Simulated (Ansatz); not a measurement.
**C2H2F (SMILES C=[C]F) at U-r2SCAN/STO-3G**

What is the electronic atomisation energy of C2H2F at U-r2SCAN/STO-3G? 

The results are computed with Ansatz 0.2.0.

54 further runs of the same task are left out: 3 that didn't finish, 51 set aside as unsound or not needed.

### Step 1. The structure to begin with

C2H2F has 5 atoms, charge 0, and is taken as a doublet. SMILES: `C=[C]F`. The shape is that of a PBE0-D4/def2-TZVP optimisation.

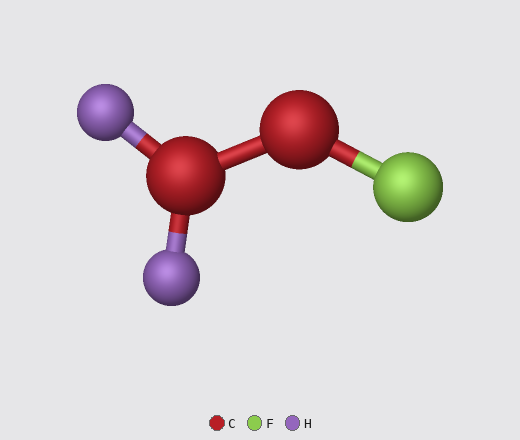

The structure, seen from a chosen angle (carbon red, fluorine green, hydrogen purple).

### Step 2. A single-point energy at U-r2SCAN/STO-3G

input.yaml

```yaml
crystal:
  periodic: [false, false, false]
  atoms:
    - {symbol: C, position_ang: [0.488200, -0.200400, 0.008400]}
    - {symbol: C, position_ang: [-0.592700, 0.393700, 0.447100]}
    - {symbol: F, position_ang: [-1.725600, 0.629500, -0.148900]}
    - {symbol: H, position_ang: [0.534700, -0.590400, -1.005400]}
    - {symbol: H, position_ang: [1.345200, -0.306200, 0.657500]}
basis:
  gaussian: {orbitals: STO-3G}
magnetization: {spin_polarized: true, initial_magnetization: 1}
hamiltonian: {xc: r2scan}
accuracy: high
```

Run with:

```bash
$ ansatz run input.yaml --threads 1 --pin off --max-ram 2610MiB --events-out events.jsonl --progress --plain --runs-dir runs
```

Log:

```text
Warning: RAYON_NUM_THREADS=1 ignored (pool sized by the plan → 1); use --threads N
Functional definition: r2SCAN
  name "r2SCAN"
  parameter k0 = 0.174
  parameter k1 = 0.065
  parameter a1 = 4.9479
  exchange = r2scan_x(k0 = k0, k1 = k1, a1 = a1)
  correlation = r2scan_c
294 factors; integrals over basis functions are off by at most 4.1e-8 eV
mean field evaluation 1: about -4751.7069 eV, gradient 1.5e1 eV
mean field evaluation 2: about -4749.1836 eV, gradient 2.4e1 eV
mean field evaluation 4: about -4753.2030 eV, gradient 1.2e0 eV
mean field evaluation 8: about -4753.1362 eV, gradient 4.1e-2 eV
mean field evaluation 16: about -4753.1363 eV, gradient 6.2e-6 eV
mean field -4753.13632437 eV, -174.6745381291 hartree, gradient 4.5e-8 eV, S^2 0.763743; 0 other end points of the search recorded, 0 dependent functions left out
reference -4753.13632494 eV, -174.6745381500 hartree; 12, 11 occupied and 5, 6 virtual orbitals, 294 factors
Total energy: -4753.13632494 eV, -174.6745381500 hartree
```

Wall time 1.9 s (1 thread of Intel Xeon 6975P-C (Granite Rapids), shared host); peak memory 0.22 GiB.

### Step 3. The C atom at the same level

molecule.yaml

```yaml
crystal:
  periodic: [false, false, false]
  atoms:
    - {symbol: C, position_ang: [0.000000, 0.000000, 0.000000]}
basis:
  gaussian:
    orbitals: STO-3G
magnetization:
  spin_polarized: true
  initial_magnetization: 2
hamiltonian:
  xc: r2scan
accuracy: high
```

Run the same way, it converges to -37.32969 Eh (log not shown).

### Step 4. The F atom, same level

in.yaml

```yaml
crystal:
  periodic: [false, false, false]
  atoms:
    - {symbol: F, position_ang: [0.000000, 0.000000, 0.000000]}
basis:
  gaussian: {orbitals: STO-3G}
magnetization: {spin_polarized: true, initial_magnetization: 1}
accuracy: high
hamiltonian: {xc: r2scan}
```

Run with:

```bash
$ ansatz run in.yaml --threads 1 --pin off --max-ram 2610MiB --events-out events.jsonl --progress --plain --runs-dir runs
```

Log:

```text
Warning: RAYON_NUM_THREADS=1 ignored (pool sized by the plan → 1); use --threads N
Functional definition: r2SCAN
  name "r2SCAN"
  parameter k0 = 0.174
  parameter k1 = 0.065
  parameter a1 = 4.9479
  exchange = r2scan_x(k0 = k0, k1 = k1, a1 = a1)
  correlation = r2scan_c
15 factors; integrals over basis functions are off by at most 1.2e-9 eV
mean field evaluation 1: about -2673.6189 eV, gradient 3.7e-11 eV
mean field evaluation 2: about -2673.6118 eV, gradient 2.3e-10 eV
mean field -2673.61177762 eV, -98.2534205883 hartree, gradient 0.0e0 eV, S^2 0.750000; 0 other end points of the search recorded, 0 dependent functions left out
reference -2673.61177767 eV, -98.2534205903 hartree; 5, 4 occupied and 0, 1 virtual orbitals, 15 factors
Total energy: -2673.61177767 eV, -98.2534205903 hartree
```

Wall time 0.32 s (1 thread of Intel Xeon 6975P-C (Granite Rapids), shared host).

### Step 5. The H atom, same level

in.yaml

```yaml
crystal:
  periodic: [false, false, false]
  atoms:
    - {symbol: H, position_ang: [0.000000, 0.000000, 0.000000]}
basis:
  gaussian: {orbitals: STO-3G}
magnetization: {spin_polarized: true, initial_magnetization: 1}
hamiltonian: {xc: {name: r2SCAN}}
accuracy: high
```

Run the same way, it converges to -0.46646 Eh (log not shown).

### Step 6. Summary of results

Level: U-r2SCAN/STO-3G.

```
                     quantity          value
       molecule: total energy  -174.67454 Eh
               molecule: ⟨S²⟩          0.764
         C atom: total energy   -37.32969 Eh
                 C atom: ⟨S²⟩          2.000
         F atom: total energy   -98.25342 Eh
                 F atom: ⟨S²⟩          0.750
         H atom: total energy    -0.46646 Eh
                 H atom: ⟨S²⟩          0.750
electronic atomisation energy      22.553 eV
```

What this shows: Taking the molecule apart into free atoms costs 22.55 eV (2176 kJ/mol), before zero-point energy and without spin-orbit coupling. In a minimal basis such a difference can be off by several eV, whatever the method.
